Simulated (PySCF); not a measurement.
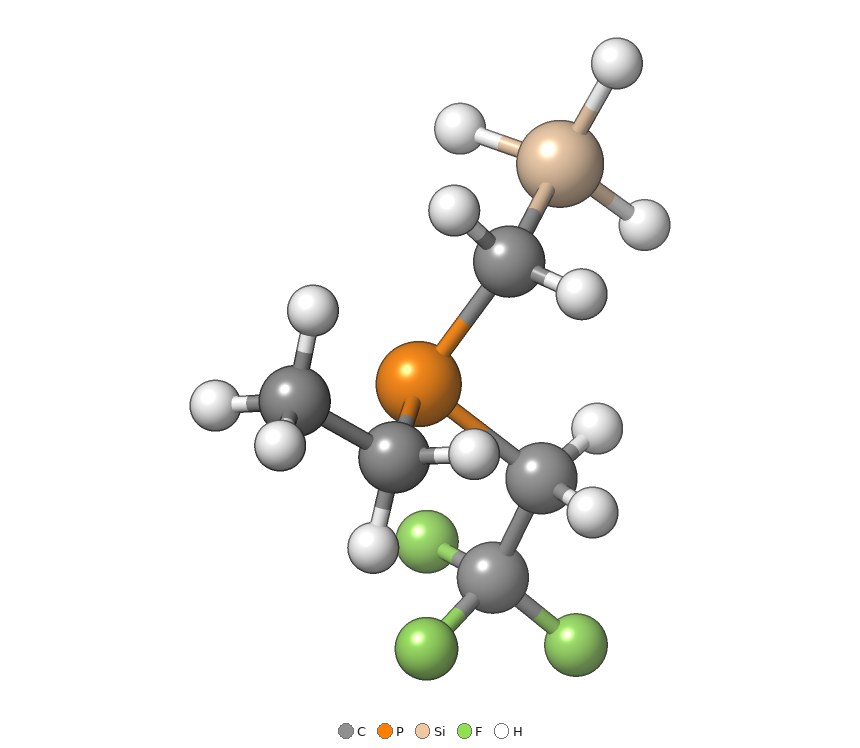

The computed structure is the end point of a GFN2-xTB optimisation. No frequency run is at hand to confirm it as a minimum. Method: PBE0/pcSseg-1, gas phase (PySCF 2.14.0).

**Give the HOMO energy (Kohn–Sham orbital) at this level.**

−7.06 eV.

**What is the dipole moment?**

3.24 D.

**Give the HOMO–LUMO gap at this level.**

7.47 eV.

The geometry is semi-empirical. Around P, Si such bond lengths and angles can be off by a tenth of an ångström or more and by several degrees, and values that hang on the shape move with them.
